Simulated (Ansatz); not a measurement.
# F4H2W···HBr: what the fields show

```csv
atom,x (Å),y (Å),z (Å)
W,-0.1833,-0.2015,-0.0040
H,0.0847,0.2874,1.6245
F,1.5175,-0.8629,0.3982
F,-0.7587,1.5688,-0.1485
F,-2.0014,-0.4856,0.3668
F,-0.3686,-1.8797,-0.8251
H,0.6178,0.3822,-1.3964
Br,2.2931,2.3531,1.2477
H,1.3813,1.5284,2.1208
```

Core potentials replace the inner electrons of W; not at a stationary point (largest force 1.3 eV/Å).

Theory: Ansatz 0.2.0, RKS PBE/def2-SVP.

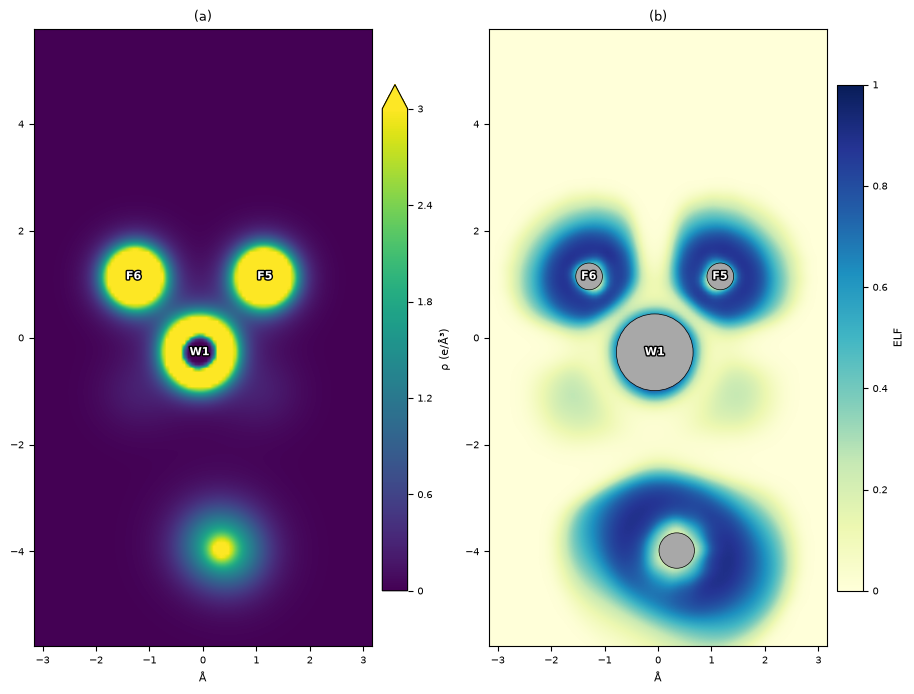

Figure 1. (a) electron density; (b) electron localisation function on the plane of atoms F5, W1 and F6. Grey discs cover the atomic cores in the ELF map.

Question: Describe what can be read from this map.

Answer: The section cuts through W and F sites.
W–F (1.88 Å): ρ at the midpoint is about 1.1 e/Å³; the ELF peaks at about 0.85 in the valence shell of F, 0.5 Å from its nucleus, and drops to about 0.20 between the two atoms.
The ELF also peaks beside Br8, away from the bonds: lone-pair regions.

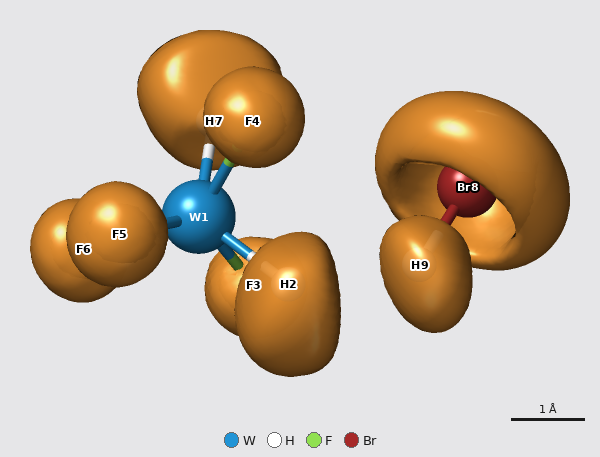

Figure 2. Isosurface of the electron localisation function at 0.8 (orange), seen from one side. Only the valence region is drawn (cores and ρ < 0.01 e/Å³ removed).

Question: Where are the electrons localised?

Answer: The surface consists of three regions around hydrogen nuclei, one region wrapped around Br (its valence shell) and four regions wrapped around F (the valence shell of each). Along the contacts the grid gives the following. H2···H9 (1.86 Å): the ELF dips to about 0.15 between them. W–F (1.87 Å): the ELF peaks at about 0.85 in the valence shell of F, 0.5 Å from its nucleus, and drops to about 0.25 between the two atoms.

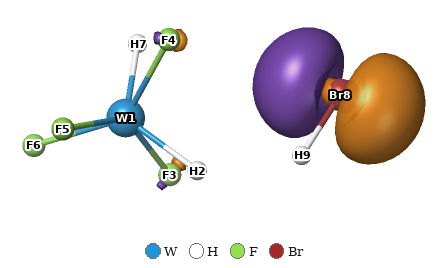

Figure 3. The HOMO−1 at ±0.2 Å⁻³ᐟ² (orange and purple are the two phases), seen from one side.

Question: Describe this orbital and give its energy.

Answer: By Hirshfeld shares it lies mainly on Br8 (about 90 %); largely a lone pair of Br8. Its energy is −7.58 eV.
